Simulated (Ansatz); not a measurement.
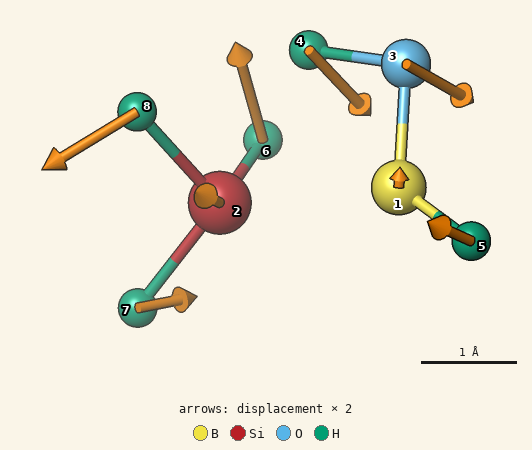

A constrained relaxation of BSiH$_{5}$O. The starting structure is drawn; orange arrows show the displacements, 2 times their true length. The two geometries are superimposed by the best rigid fit.

A ball-and-stick model, seen from a free direction.

The reaction that was planned forms Si2–H4 and breaks B1–Si2, O3–H4 (atoms numbered from 1 in input order).

Level of theory: RKS PBE0-D4/def2-SVP (Ansatz). Set-up: held fixed: the distance between atoms 2 (Si) and 4 (H), the distance between atoms 1 (B) and 2 (Si), the distance between atoms 3 (O) and 4 (H), counting from 1; force threshold 0.08 eV/Å; at most 120 steps.

What happened in the run?

Answer. The atom that moves furthest after the best rigid fit is H6 (0.74 Å). By element the largest moves are H 0.74 Å, O 0.64 Å, Si 0.30 Å, B 0.11 Å. Near-neighbour distances that change, for instance: Si2–O3 2.650 → 2.735 Å, Si2–H6 1.484 → 1.566 Å, B1–H5 1.165 → 1.206 Å, Si2–H7 1.468 → 1.500 Å. Bond angles that change, for instance: O3–B1–H5 122.7° → 130.9°, B1–O3–H4 99.6° → 92.4°, H6–Si2–H8 107.6° → 101.5°. The optimiser took 12 steps.
